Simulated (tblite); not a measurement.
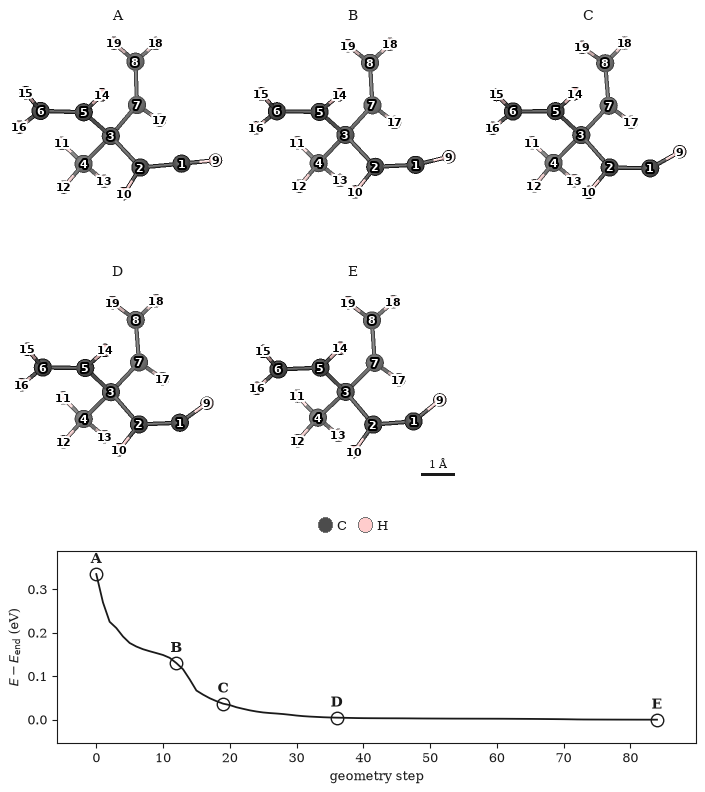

Frames of a relaxation of C₈H₁₁ (multiplicity 2), marked on the history of the run. Style: ball-and-stick. Shown at a tilt.

Level of theory: GFN2-xTB geometry optimisation, gas phase in tblite. 

**Describe the path.**

The energy falls by 0.335 eV in 84 geometry steps. H9 moves most after the best rigid fit: 0.63 Å. Largest moves by element: H 0.63 Å, C 0.16 Å. Some distances before and after: C3–C7 1.535 → 1.504 Å, C2–C3 1.529 → 1.561 Å, C3–C4 1.558 → 1.530 Å, C3–C5 1.521 → 1.498 Å. Among the angles between lasting bonds that change: C2–C1–H9 179.0° → 139.6°, C1–C2–H10 116.6° → 121.8°, C3–C2–H10 115.4° → 111.4°. From step 0 to 12: H9 moves most (0.16 Å), energy −0.205 eV. From step 12 to 19: H9 moves most (0.23 Å), energy −0.093 eV. From step 19 to 36: H9 moves most (0.20 Å), energy −0.032 eV. From step 36 to 84: H9 moves most (0.19 Å), energy −0.005 eV.
